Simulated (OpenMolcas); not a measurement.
# A workflow on CH3AlF2O (SMILES C[O][Al]([F])[F])

We compute a single-point energy (HF/ANO-RCC-MB), then the energy (CASSCF(2,2)/ANO-RCC-VDZP), then an energy scan (CASPT2(2,2)/ANO-RCC-VDZP), then the energy along one coordinate (SC-NEVPT2(2,2)/ANO-RCC-VDZP), then the energy along one coordinate (MC-PDFT[tPBE](2,2)/ANO-RCC-VDZP) of CH3AlF2O. 

Program for the calculation: OpenMolcas 26.06.

**1. The molecule**

CH3AlF2O: 8 atoms, total charge 0, spin state singlet. As SMILES, `C[O][Al]([F])[F]`. The coordinates come from a PBE0-D4/def2-TZVP relaxation.

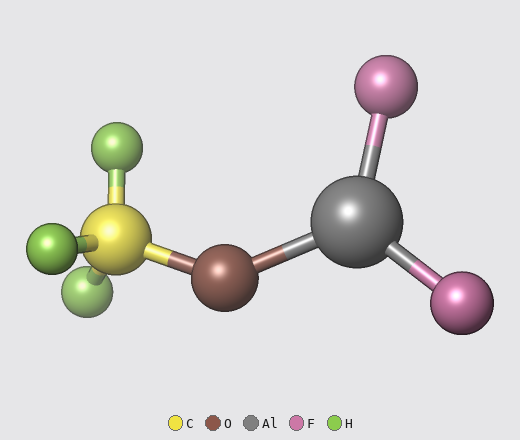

Viewed from a chosen angle; carbon yellow, oxygen brown, aluminium grey, fluorine pink, hydrogen green.

**2. A single-point energy at HF/ANO-RCC-MB (DKH2) (run 1)**

Input file input.xyz:

```xyz
8

C     -0.239000     0.900700     0.881500
O     -0.459800    -0.316300     0.222600
Al     0.227600    -1.156300    -1.035300
F     -0.392600    -2.602700    -1.474500
F      1.520300    -0.581200    -1.861800
H      0.609600     1.454200     0.465200
H     -0.042800     0.715700     1.941600
H     -1.131100     1.528900     0.804800
```

Input file step1.inp:

```
* CH3AlF2O Hartree-Fock
>>> EXPORT MOLCAS_PRINT=2

&GATEWAY
 Coord=input.xyz
 Basis=ANO-RCC-MB
 Group=NoSym

&SEWARD

&SCF
 PrOrbitals=0

&LOCALISATION
 Occupied
 Freeze
 Pipek-Mezey

&LOCALISATION
 FileOrb=$Project.LocOrb
 Virtual
 Pipek-Mezey
```

Command:

```sh
$ export MOLCAS_MEM=1860
$ pymolcas step1.inp > step1.log
```

Standard output:

```text
--- Start Module: gateway ---
[...]
--- Stop Module: gateway /rc=_RC_ALL_IS_WELL_ ---
[...]
      Basis functions           32
[...]
       Convergence after   9 Iterations
[...]
::    Total SCF energy                               -555.9232383914
[...]
      Total spin, S                                     0.0000000000
[...]
      Total electronic charge=   48.000000
      Total            charge=   -0.000000
[...]
      Dipole Moment (debye):
      Origin of the operator (angstrom)=    0.1747   -0.8564   -0.7703
                   X=  6.8711E-02               Y=  1.6820E+00               Z=  1.1359E+00           Total=  2.0309E+00
      Quadrupole Moment (debye*angstrom):
[...]
--- Start Module: localisation ---
[...]
--- Stop Module: localisation /rc=_RC_ALL_IS_WELL_ ---
--- Start Module: localisation ---
[...]
--- Stop Module: localisation /rc=_RC_ALL_IS_WELL_ ---
[...]
```

Wall time 3.6 s (1 thread of Arm Neoverse V1, shared host); peak memory 0.41 GiB.

**3. A single-point energy at CASSCF(2,2)/ANO-RCC-VDZP (DKH2, RICD fitting) (run 2)**

input.xyz is that of step 2.

Input file step2.input:

```
* CH3AlF2O CASSCF
&gateway
coord=input.xyz
basis=ANO-RCC-MB
group=NoSym
&seward
&rasscf
fileorb=$CurrDir/step1.LocOrb
alter=2
1 13 24
1 25 30
spin=1
nactel=2 0 0
inactive=23
ras2=2
orblisting=Nothing
>>> COPY $Project.RunFile RUNFIL1
>>> COPY $Project.RasOrb INPORB
&gateway
coord=input.xyz
basis=ANO-RCC-VDZP
group=NoSym
ricd
&seward
>>> COPY $Project.RunFile RUNFIL2
&expbas
&rasscf
fileorb=$Project.ExpOrb
spin=1
nactel=2 0 0
inactive=23
ras2=2
orblisting=Nothing
orbappear=Compact
```

Command:

```sh
$ export MOLCAS_MEM=1860
$ pymolcas step2.input > step2.log
```

Standard output:

```text
--- Start Module: gateway ---
[...]
      Basis functions           32
[...]
      Number of active orbitals                  2
[...]
      Spin quantum number                      0.0
[...]
      Active orbitals                            2
[...]
      Number of CSFs                             3
[...]
      Number of root(s) required                 1
[...]
      Convergence after  9 iterations
[...]
      printout of CI-coefficients larger than  0.05 for root  1
      energy=    -555.937785
      conf/sym  11     Coeff  Weight
             1  20   0.99538 0.99079
             3  02  -0.09598 0.00921
      Natural orbitals and occupation numbers for root  1
      sym 1:   1.981577   0.018423
      ************************************************************************************************************************
      *                                                    Final results                                                     *
[...]
::    RASSCF root number  1 Total energy:   -555.93778501
[...]
      Basis functions           89
[...]
      Convergence after 13 iterations
[...]
      Natural orbitals and occupation numbers for root  1
      sym 1:   1.981860   0.018140
      ************************************************************************************************************************
      *                                                    Final results                                                     *
[...]
::    RASSCF root number  1 Total energy:   -556.26910594
[...]
      Total electronic charge=   48.000000
      Total            charge=   -0.000000
[...]
      Dipole Moment (debye):
      Origin of the operator (angstrom)=    0.1747   -0.8564   -0.7703
                   X= -7.0505E-02               Y=  2.0836E+00               Z=  1.5560E+00           Total=  2.6014E+00
      Quadrupole Moment (debye*angstrom):
[...]
```

Wall time 11 s (1 thread of Arm Neoverse V1, shared host); peak memory 0.41 GiB.

**4. The energy along one coordinate at CASPT2(2,2)/ANO-RCC-VDZP (DKH2, RICD fitting, ipea shift 0.25 Eh, pt2 variant SS) (run 3)**

Input file step3.input:

```
* CH3AlF2O CASPT2
>>> COPY $CurrDir/step2.RasOrb $Project.RasOrb
>>> ForEach K in (1, 2, 3, 4, 5, 6, 7, 8, 9)

&GATEWAY
  Coord = $CurrDir/point$K.xyz
  Basis = ANO-RCC-VDZP
  Group = NoSym
  RICD

&SEWARD

&RASSCF
  FileOrb = $Project.RasOrb
  Spin = 1
  Nactel = 2 0 0
  Inactive = 23
  Ras2 = 2
  OrbListing = Nothing
  OrbAppear = Compact

&CASPT2
  Imaginary = 0.2
  Frozen = 9
>>> EndDo
```

Command:

```sh
$ export MOLCAS_MEM=1860
$ pymolcas step3.input > step3.log
```

Standard output:

```text
[...]
      Basis functions           89
[...]
      Number of active orbitals                  2
[...]
      Spin quantum number                      0.0
[...]
      Active orbitals                            2
[...]
      Number of CSFs                             3
[...]
      Number of root(s) required                 1
[...]
      Convergence after 11 iterations
[...]
      printout of CI-coefficients larger than  0.05 for root  1
      energy=    -556.258538
      conf/sym  11     Coeff  Weight
             1  20   0.99684 0.99369
             3  02  -0.07942 0.00631
      Natural orbitals and occupation numbers for root  1
      sym 1:   1.987384   0.012616
      ************************************************************************************************************************
      *                                                    Final results                                                     *
[...]
::    RASSCF root number  1 Total energy:   -556.25853844
[...]
::    CASPT2 Root  1     Total energy:   -557.03023277
[...]
      Convergence after  9 iterations
[...]
      Natural orbitals and occupation numbers for root  1
      sym 1:   1.981883   0.018117
      ************************************************************************************************************************
      *                                                    Final results                                                     *
[...]
      Convergence after 12 iterations
[...]
      Convergence after 12 iterations
[...]
      Convergence after  9 iterations
[...]
::    RASSCF root number  1 Total energy:   -556.12151890
[...]
::    CASPT2 Root  1     Total energy:   -556.88517397
[...]
      Convergence after 11 iterations
[...]
::    RASSCF root number  1 Total energy:   -556.11211122
[...]
      Reference weight:           0.82485
[...]
::    CASPT2 Root  1     Total energy:   -556.87379930
[...]
```

Run time: 74 s. Hardware: 1 thread of Arm Neoverse V1, shared host; peak memory 0.083 GiB.

The scan, from its lowest point:

```
H6–C1 (Å)  energy (kJ/mol)
    0.986             25.9
    1.095              0.0
    1.205             13.5
    1.369             67.5
    1.588            157.1
    1.862            258.0
    2.191            344.7
    2.629            406.8
    3.286            436.6
```

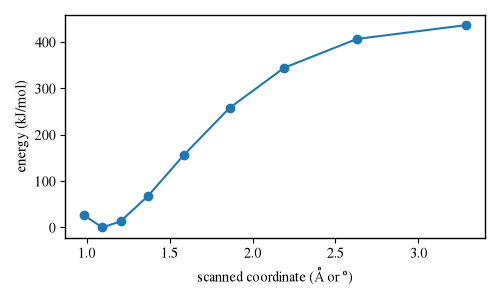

Energy along the scan.

**5. The energy along one coordinate at SC-NEVPT2(2,2)/ANO-RCC-VDZP (DKH2, RICD fitting, pt2 variant SC-NEVPT2) (run 4)**

Input file step4.inp:

```
>>> EXPORT MOLCAS_PRINT=2
>>> COPY $CurrDir/step2.RasOrb $Project.RasOrb
>>> ForEach K in (1, 2, 3, 4, 5, 6, 7, 8, 9)
&GATEWAY
Coord=$CurrDir/point$K.xyz
Basis=ANO-RCC-VDZP
Group=NoSym
RICD
&SEWARD
&RASSCF
FileOrb=$Project.RasOrb
Spin=1
Nactel=2 0 0
Inactive=23
Ras2=2
OrbListing=Nothing
OrbAppear=Compact
&CASPT2
SC-NEVPT2
Frozen=9
>>> EndDo
```

Command:

```sh
$ export MOLCAS_MEM=1860
$ pymolcas step4.inp > step4.log
```

Standard output:

```text
--- Start Module: gateway ---
[...]
      Basis functions           89
[...]
      Number of active orbitals                  2
[...]
      Spin quantum number                      0.0
[...]
      Active orbitals                            2
[...]
      Number of CSFs                             3
[...]
      Number of root(s) required                 1
[...]
      Convergence after 11 iterations
[...]
      printout of CI-coefficients larger than  0.05 for root  1
      energy=    -556.258538
      conf/sym  11     Coeff  Weight
             1  20   0.99684 0.99369
             3  02  -0.07942 0.00631
      Natural orbitals and occupation numbers for root  1
      sym 1:   1.987384   0.012616
      ************************************************************************************************************************
      *                                                    Final results                                                     *
[...]
::    RASSCF root number  1 Total energy:   -556.25853844
[...]
::    SC-NEVPT2 Root  1     Total energy:   -557.02675809
[...]
      Convergence after  9 iterations
[...]
      Natural orbitals and occupation numbers for root  1
      sym 1:   1.981883   0.018117
      ************************************************************************************************************************
      *                                                    Final results                                                     *
[...]
      Convergence after 12 iterations
[...]
      Convergence after 12 iterations
[...]
      Convergence after  9 iterations
[...]
::    RASSCF root number  1 Total energy:   -556.12151890
[...]
::    SC-NEVPT2 Root  1     Total energy:   -556.88167820
[...]
      Convergence after 11 iterations
[...]
::    RASSCF root number  1 Total energy:   -556.11211122
[...]
::    SC-NEVPT2 Root  1     Total energy:   -556.87061394
[...]
```

Wall time 69 s (1 thread of Arm Neoverse V1, shared host); peak memory 0.083 GiB.

The scan, from its lowest point:

```
H6–C1 (Å)  energy (kJ/mol)
    0.986             26.8
    1.095              0.0
    1.205             12.8
    1.369             66.1
    1.588            155.4
    1.862            257.1
    2.191            345.0
    2.629            407.7
    3.286            436.7
```

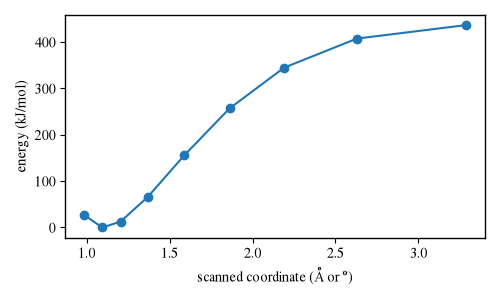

Energy along the scan.

**6. The energy along one coordinate at MC-PDFT[tPBE](2,2)/ANO-RCC-VDZP (DKH2, RICD fitting) (run 5)**

Input file step5.inp:

```
* CH3AlF2O MC-PDFT
>>> COPY $CurrDir/step2.RasOrb $Project.RasOrb
>>> ForEach K in (1, 2, 3, 4, 5, 6, 7, 8, 9)
&GATEWAY
Coord=$CurrDir/point$K.xyz
Basis=ANO-RCC-VDZP
Group=NoSym
RICD
&SEWARD
&RASSCF
FileOrb=$Project.RasOrb
Spin=1
Nactel=2 0 0
Inactive=23
Ras2=2
OrbListing=Nothing
OrbAppear=Compact
&MCPDFT
KSDFT=T:PBE
>>> EndDo
```

Command:

```sh
$ export MOLCAS_MEM=1860
$ pymolcas step5.inp > step5.log
```

Standard output:

```text
--- Start Module: gateway ---
[...]
      Basis functions           89
[...]
      Number of active orbitals                  2
[...]
      Spin quantum number                      0.0
[...]
      Active orbitals                            2
[...]
      Number of CSFs                             3
[...]
      Number of root(s) required                 1
[...]
      Convergence after 11 iterations
[...]
      printout of CI-coefficients larger than  0.05 for root  1
      energy=    -556.258538
      conf/sym  11     Coeff  Weight
             1  20   0.99684 0.99369
             3  02  -0.07942 0.00631
      Natural orbitals and occupation numbers for root  1
      sym 1:   1.987384   0.012616
      ************************************************************************************************************************
      *                                                    Final results                                                     *
[...]
::    RASSCF root number  1 Total energy:   -556.25853844
[...]
::    MCPDFT root number  1 Total energy:   -557.74197994
[...]
      Convergence after  9 iterations
[...]
      Natural orbitals and occupation numbers for root  1
      sym 1:   1.981883   0.018117
      ************************************************************************************************************************
      *                                                    Final results                                                     *
[...]
      Convergence after 12 iterations
[...]
      Convergence after 12 iterations
[...]
      Convergence after  9 iterations
[...]
::    RASSCF root number  1 Total energy:   -556.12151890
[...]
::    MCPDFT root number  1 Total energy:   -557.58750960
[...]
      Convergence after 11 iterations
[...]
::    RASSCF root number  1 Total energy:   -556.11211122
[...]
::    MCPDFT root number  1 Total energy:   -557.57511901
[...]
```

Run time: 77 s. Hardware: 1 thread of Arm Neoverse V1, shared host; peak memory 0.083 GiB.

The scan, from its lowest point:

```
H6–C1 (Å)  energy (kJ/mol)
    0.986             26.0
    1.095              0.0
    1.205             13.0
    1.369             66.5
    1.588            157.0
    1.862            262.9
    2.191            359.0
    2.629            431.6
    3.286            464.1
```

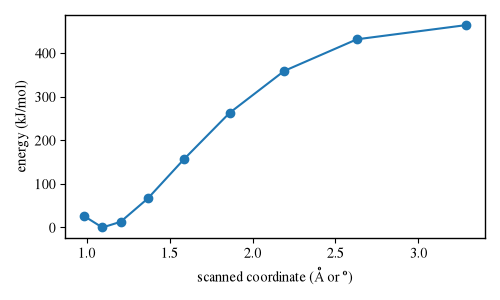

Energy along the scan.

**7. What came out**

| quantity | value |
| --- | --- |
| run 1, HF/ANO-RCC-MB: total energy | -555.92324 Eh |
| run 1, HF/ANO-RCC-MB: dipole moment | 2.03 D |
| run 1, HF/ANO-RCC-MB: HOMO energy | -12.76 eV |
| run 1, HF/ANO-RCC-MB: LUMO energy | 3.07 eV |
| run 1, HF/ANO-RCC-MB: HOMO–LUMO gap | 15.83 eV |
| run 2, CASSCF(2,2)/ANO-RCC-VDZP: total energy | -556.26911 Eh |
| run 2, CASSCF(2,2)/ANO-RCC-VDZP: dipole moment (CASSCF density) | 2.60 D |
| run 3, CASPT2(2,2)/ANO-RCC-VDZP: lowest energy of the scan | -557.04011 Eh |
| run 4, SC-NEVPT2(2,2)/ANO-RCC-VDZP: lowest energy of the scan | -557.03695 Eh |
| run 5, MC-PDFT[tPBE](2,2)/ANO-RCC-VDZP: lowest energy of the scan | -557.75189 Eh |

In words: Mulliken charges (run 1, HF/ANO-RCC-MB) run from -0.78 on O2 to +1.96 on Al3; they depend strongly on the basis. Mulliken charges (run 2, CASSCF(2,2)/ANO-RCC-VDZP) run from -0.82 on O2 to +1.81 on Al3.
